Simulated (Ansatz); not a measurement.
**Two runs on In$_{4}$Sb$_{5}$H$_{16}$**

System: In$_{4}$Sb$_{5}$H$_{16}$ (In4Sb5 zinc blende off sphere), multiplicity 2.
Method of run A: UKS PBE-D4/def2-TZVP (Ansatz 0.2.0).

The geometry comes from this level: r2SCAN-D4/def2-SVP. Text and figures count atoms from 1; the logs count them from 0 in places.

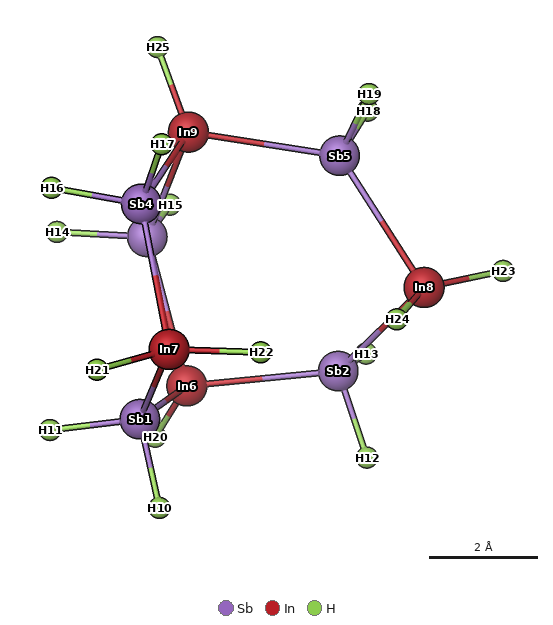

Figure 1. The structure (ball-and-stick view, seen at a tilt; atoms are numbered from 1 in the order of the input). Sticks mark near contacts. Bond lengths as drawn: H–In 1.71 to 1.72 Å, H–Sb 1.70 Å and In–Sb 2.85 to 2.94 Å.

The input, run A:
```yaml
crystal:
  periodic: [false, false, false]
  atoms:
    - {symbol: Sb, position_ang: [0.311950, -3.104611, 0.053393]}
    - {symbol: Sb, position_ang: [0.306886, 0.052290, -3.103245]}
    - {symbol: Sb, position_ang: [-2.774547, -0.006379, -0.002731]}
    - {symbol: Sb, position_ang: [0.304800, -0.053620, 3.102563]}
    - {symbol: Sb, position_ang: [0.298844, 3.104614, -0.052272]}
    - {symbol: In, position_ang: [-1.422424, -1.802418, -1.797819]}
    - {symbol: In, position_ang: [2.198156, -2.023446, 2.026886]}
    - {symbol: In, position_ang: [2.187650, 2.036476, -2.030896]}
    - {symbol: In, position_ang: [-1.431891, 1.793041, 1.796109]}
    - {symbol: H, position_ang: [1.131168, -4.226195, -0.924818]}
    - {symbol: H, position_ang: [-0.715452, -4.234627, 0.798990]}
    - {symbol: H, position_ang: [1.128733, -0.924849, -4.223926]}
    - {symbol: H, position_ang: [-0.723347, 0.792771, -4.234110]}
    - {symbol: H, position_ang: [-3.901802, -0.905117, 0.893800]}
    - {symbol: H, position_ang: [-3.901553, 0.889740, -0.902184]}
    - {symbol: H, position_ang: [-0.722716, -0.802403, 4.230380]}
    - {symbol: H, position_ang: [1.118955, 0.926698, 4.226037]}
    - {symbol: H, position_ang: [-0.730852, 4.235786, -0.792923]}
    - {symbol: H, position_ang: [1.116443, 4.223967, 0.929915]}
    - {symbol: H, position_ang: [-2.462158, -2.765937, -2.763484]}
    - {symbol: H, position_ang: [2.320267, -3.227288, 3.232741]}
    - {symbol: H, position_ang: [3.253820, -1.069409, 1.075444]}
    - {symbol: H, position_ang: [2.291920, 3.241404, -3.237191]}
    - {symbol: H, position_ang: [3.256812, 1.093956, -1.083659]}
    - {symbol: H, position_ang: [-2.476862, 2.753256, 2.759402]}
basis:
  gaussian: {orbitals: def2-TZVP, fitting: {mean_field: def2-universal-jkfit}, initial_orbitals: start.molden}
magnetization: {spin_polarized: true, initial_magnetization: 1}
hamiltonian: {xc: pbe, dispersion: d4}
scf: {omitted_lower_state_checks: [starts]}
output: {orbitals: {seedname: orbitals}}
```

Command:
```bash
ansatz run in.yaml --threads 2 --pin off --events-out ev --progress --plain --max-ram 32768MiB --backend cuda --devices 0, --max-vram 18GiB
```

Hardware: 2 CPU threads, shared host.

Output (run A):
```
Functional definition: PBE
  parameter kappa = 0.804
  parameter beta = 0.06672455060314922
  exchange = pbe_x(kappa = kappa, mu = beta*pi^2/3)
  correlation = pbe_c(beta = beta)
these checks for a lower state are left out or cut short: starts
2250 factors; integrals over basis functions are off by at most 6.9e-1 eV
mean field evaluation 1: about -53643.0112 eV, gradient 9.1e0 eV
mean field evaluation 2: about -53643.3818 eV, gradient 4.3e-1 eV
mean field evaluation 4: about -53643.3917 eV, gradient 4.9e-2 eV
mean field evaluation 8: about -53643.3918 eV, gradient 2.3e-5 eV
mean field evaluation 16: about -53643.3918 eV, gradient 4.1e-6 eV
mean field -53643.39183772 eV, -1971.3582892393 hartree, gradient 4.1e-6 eV, S^2 0.752127; 0 other end points of the search recorded, 0 dependent functions left out
reference -53643.39196557 eV, -1971.3582939375 hartree; 108, 107 occupied and 438, 439 virtual orbitals, 2250 factors
Total energy: -53644.70425664 eV, -1971.4065197451 hartree
Checks for a lower state left out: starts
```

For run B the input was changed thus:
```diff
+total_charge: 2
```

What does this change do to the results?

The total energies belong to different systems, so their difference says nothing on which is more stable or more accurate. The HOMO goes from −2.44 to −12.61 eV. The LUMO goes from −2.39 to −12.48 eV.

Output (run B):
```
Functional definition: PBE
  parameter kappa = 0.804
  parameter beta = 0.06672455060314922
  exchange = pbe_x(kappa = kappa, mu = beta*pi^2/3)
  correlation = pbe_c(beta = beta)
these checks for a lower state are left out or cut short: starts
2250 factors; integrals over basis functions are off by at most 6.9e-1 eV
mean field evaluation 1: about -53628.1824 eV, gradient 9.1e0 eV
mean field evaluation 2: about -53628.5445 eV, gradient 3.8e-1 eV
mean field evaluation 4: about -53628.5468 eV, gradient 3.0e-3 eV
mean field evaluation 8: about -53628.5468 eV, gradient 1.8e-5 eV
mean field -53628.54684229 eV, -1970.8127457196 hartree, gradient 2.9e-6 eV, S^2 0.751963; 0 other end points of the search recorded, 0 dependent functions left out
reference -53628.54695394 eV, -1970.8127498227 hartree; 107, 106 occupied and 439, 440 virtual orbitals, 2250 factors
Total energy: -53629.75640555 eV, -1970.8571963493 hartree
Checks for a lower state left out: starts
```

The two runs side by side:

```csv
quantity,run A,run B
outcome,converged,converged
total energy (hartree),−1971.406520,−1970.857196
HOMO (eV),−2.44,−12.61
LUMO (eV),−2.39,−12.48
⟨S²⟩,0.752,0.752
basis functions,546,546
wall time (shared host),18 s,18 s
```
